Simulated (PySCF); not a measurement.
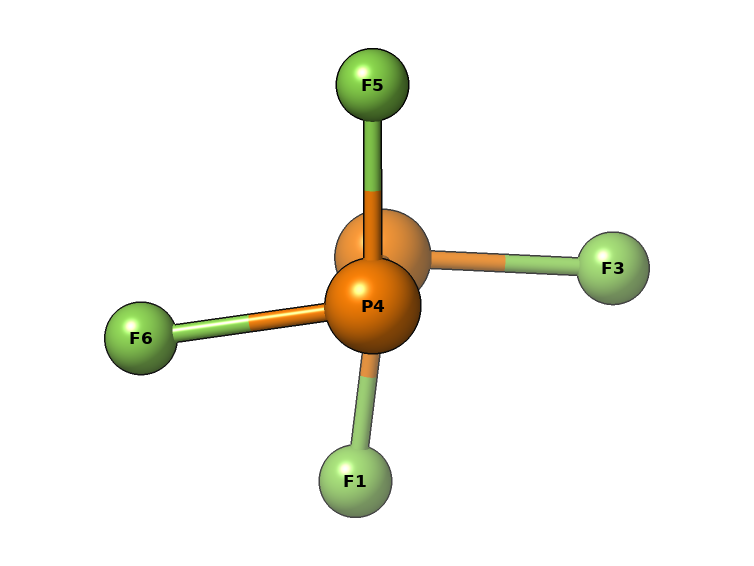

P2 lies behind P4. The molecule seen nearly along the P4–P2 bond, P4 in front. Depth is shown by fading: the farther an atom, the more it takes the colour of the background. Geometry: a frame of a GFN2-xTB molecular-dynamics simulation, not a minimum.

What is the torsion angle F5–P4–P2–F1? The sign is positive where the front bond must turn clockwise to cover the back bond.

Answer. −173°, antiperiplanar (anti).
